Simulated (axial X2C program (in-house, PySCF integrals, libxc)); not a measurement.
# Linear SAlS²⁺ at several levels

How do method and spin–orbit coupling move the bonds and stretches of SAlS²⁺, held linear?

Method: all-electron X2C, two-component (2c) or spin-free, S dyall-av3z, Al dyall-v3z; program: an in-house X2C program for linear molecules on PySCF integrals.

All values are calculated.

2 further runs of the same task are left out: 2 set aside as unsound or not needed.

### Step 1. Set-up

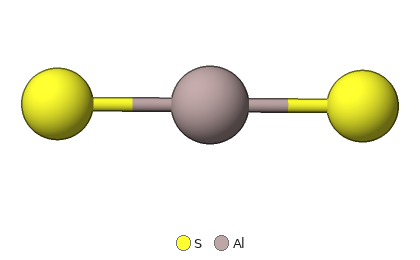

The atoms on one line, bonds 2.070 and 2.070 Å (sulfur yellow, aluminium light grey).

Input file task.json:

```json
{
 "zs": [
  16,
  13,
  16
 ],
 "q": 2,
 "bas": [
  "dyall-av3z",
  "dyall-v3z",
  "dyall-av3z"
 ],
 "r0": [
  2.07,
  2.07
 ],
 "symm": 1,
 "scan": [
  "PBE0",
  "HF",
  "r2SCAN"
 ],
 "levels": [
  "PBE0",
  "HF",
  "LDA"
 ],
 "nst": 2
}
```

Keys: zs atomic numbers; q charge; bas basis sets; r0 starting distance in Å; symm equal bonds; scan levels of the two-bond scan; levels methods; nst determinants followed.

On the command line:

```sh
$ python solin.py task.json out
```

Masses S 31.972, Al 26.982, S 31.972 u.

### Step 2. Scan at PBE0, 2c

State: Ω = 5/2 (beyond evenly filled blocks: ω = -1/2, 2 × ω = 3/2). Energies above the lowest point, from the job's result record:

```
r(S–Al) (Å)  r(Al–S) (Å)  E (meV)
     2.1635       2.1635    41.06
     2.1635       2.2190    14.05
     2.1635       2.2745    13.38
     2.2190       2.1635    14.05
     2.2190       2.2190     0.00
     2.2190       2.2745    11.89
     2.2190       2.3299    41.84
     2.2745       2.1635    13.38
     2.2745       2.2190    11.89
     2.2745       2.2745    36.11
     2.3299       2.2190    41.84
     2.3299       2.3299   131.71
```

A quadratic surface with cubic terms in each bond gives the minimum at 2.219 and 2.219 Å, force constants 1.34, 1.34 and coupling 0.64 mdyn/Å.

### Step 3. Scan at r2SCAN, 2c

State: Ω = 5/2 (beyond evenly filled blocks: ω = -1/2, 2 × ω = 3/2). Energies above the lowest point, from the job's result record:

```csv
r(S–Al) (Å),r(Al–S) (Å),E (meV)
2.1635,2.1635,54.43
2.1635,2.2190,23.60
2.1635,2.2745,24.96
2.2190,2.1635,23.60
2.2190,2.2190,0.00
2.2190,2.2745,8.17
2.2190,2.3299,40.43
2.2745,2.1635,24.96
2.2745,2.2190,8.17
2.2745,2.2745,22.72
2.3299,2.2190,40.43
2.3299,2.3299,104.80
```

A quadratic surface with cubic terms in each bond gives the minimum at 2.229 and 2.229 Å, force constants 1.57, 1.57 and coupling 0.33 mdyn/Å.

### Step 4. Scan at PBE0, spin-free

State: M_S = 3/2, Λ = 1 (beyond evenly filled blocks: 2 × π+α, π+β, 2 × π-α). Energies above the lowest point, from the job's result record:

```csv
r(S–Al) (Å),r(Al–S) (Å),E (meV)
2.1635,2.1635,40.63
2.1635,2.2190,13.84
2.1635,2.2745,13.42
2.2190,2.1635,13.84
2.2190,2.2190,0.00
2.2190,2.2745,12.11
2.2190,2.3299,42.31
2.2745,2.1635,13.42
2.2745,2.2190,12.11
2.2745,2.2745,36.52
2.3299,2.2190,42.31
2.3299,2.3299,132.52
```

A quadratic surface with cubic terms in each bond gives the minimum at 2.219 and 2.219 Å, force constants 1.35, 1.35 and coupling 0.64 mdyn/Å.

### Step 5. The levels side by side

| level | r(S–Al) (Å) | r(Al–S) (Å) | lower stretch (cm⁻¹) | upper stretch (cm⁻¹) |
| --- | --- | --- | --- | --- |
| PBE0, 2c | 2.219 | 2.219 | 324.4 | 354.6 |
| r2SCAN, 2c | 2.229 | 2.229 | 317.6 | 470.5 |
| PBE0, spin-free | 2.219 | 2.219 | 324.5 | 355.8 |
| r2SCAN, spin-free | 2.229 | 2.229 | 317.8 | 470.7 |

Scans not shown above were run alike.

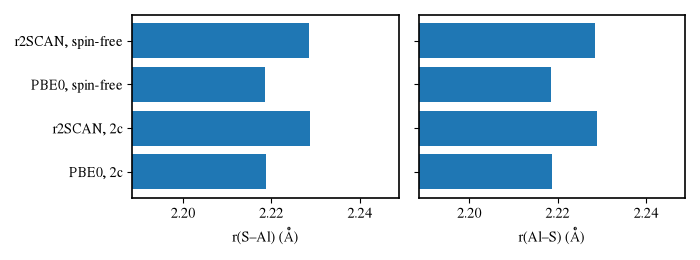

The two bond lengths by level.

What this shows: Over the levels the S–Al bond spans 2.219 to 2.229 Å and the Al–S bond 2.219 to 2.229 Å. At PBE0 spin–orbit coupling leaves both bonds unchanged to 0.001 Å. Each state is one determinant, the lowest of a limited PBE0 search; the stretches come from a fit to few points and are good to some per cent at best. The upper stretch spreads by more than a fifth over the levels, so it depends strongly on the method. The stretches are sorted by size, and where the two bonds are alike the symmetric and antisymmetric modes can swap order between levels. A multiply charged ion may be only metastable. The molecule was held linear; bending was not examined, so a bent shape may lie lower. Note: functional without a current term on a determinant with orbital currents, of the molecule or an atom. Note: several unpaired electrons, one determinant need not be a pure state.
